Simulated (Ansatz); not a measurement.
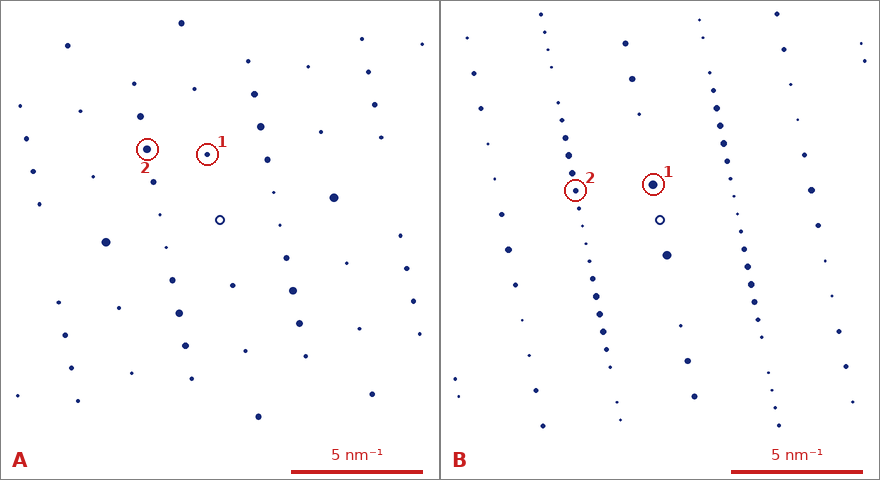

Kinematic electron diffraction patterns (200 kV, B = 0.5 Å², same scale) along [101] of the run's own cell, for the start and the end of one relaxation of YCl2 with DFT PBE, scalar-relativistic, plane waves, PAW (Ansatz 0.2.0). k mesh 12×12×12. The start is a generated model structure, and the relaxation ends in the nearest stationary point of its symmetry, not necessarily the ground state. Spot 1 is -2 -2 2 and spot 2 is -2 -3 2 in both.

Start structure:

```yaml
crystal:
  lattice:
    - [-2.25229, 2.25229, 7.83115]
    - [2.25229, -2.25229, 7.83115]
    - [2.25229, 2.25229, -7.83115]
  atoms:
    - { symbol: Y, position: [0.00000, 0.00000, 0.00000] }
    - { symbol: Y, position: [0.75000, 0.25000, 0.50000] }
    - { symbol: Cl, position: [0.41650, 0.41650, 0.00000] }
    - { symbol: Cl, position: [0.16650, 0.66650, 0.50000] }
    - { symbol: Cl, position: [0.33350, 0.83350, 0.50000] }
    - { symbol: Cl, position: [0.58350, 0.58350, 0.00000] }
```

Which pattern belongs to the start structure, and which to the relaxed one?

Answer. A is the start: its cell gives d(1) = 3.916 Å, d(2) = 2.572 Å and an angle of 34.8°. B is the relaxed structure, with d(1) = 7.278 Å (+85.9 %), d(2) = 2.929 Å (+13.9 %) and 59.8°.

Name reflections whose intensity changes strongly on relaxation.

Answer. 4 4 -4 fades out of sight; 5 6 -5, 6 7 -6 come into sight; 6 6 -6 goes from 26 to 1.2 % of the strongest spot; 2 2 -2 goes from 12 to 100 % of the strongest spot; 2 1 -2 goes from 23 to 2.1 % of the strongest spot.

Summarise the relaxation behind the change.

Answer. The volume changed by +5.2 % to 27.87 Å³ an atom; with the mean shift removed, the atoms moved by up to 0.86 Å relative to the cell (Cl most); the space group stayed I4_1/amd (No. 141); the free energy fell by 1600 meV an atom. Relaxed cell: a = 14.752 Å, b = 14.752 Å, c = 14.752 Å, α = 166.81°, β = 166.81°, γ = 18.70°.
